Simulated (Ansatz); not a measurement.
The starting structures come from a database of crystals and need not be the phases stable at ambient conditions.

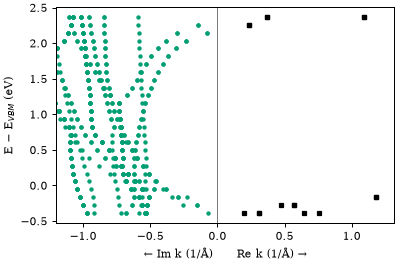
*Complex bands at the centre of the two-dimensional zone; r2SCAN in Ansatz (a program for electronic structure)*

The gap is the functional's own. No spin-orbit coupling. Mid-gap values are interpolated on the energy grid.

Problem. This is BaNiF₆ (R-3m, not sure to be the ambient phase, 8 atoms a cell, 13.5 Å³ an atom) along the normal of (001). Read off the slowest decay at the centre of the two-dimensional zone at 1.04 eV, the computed energy nearest the middle of the gap.

Solution. κ ≈ 0.55 1/Å, a decay length 1/(2κ) of the density of 0.90 Å.
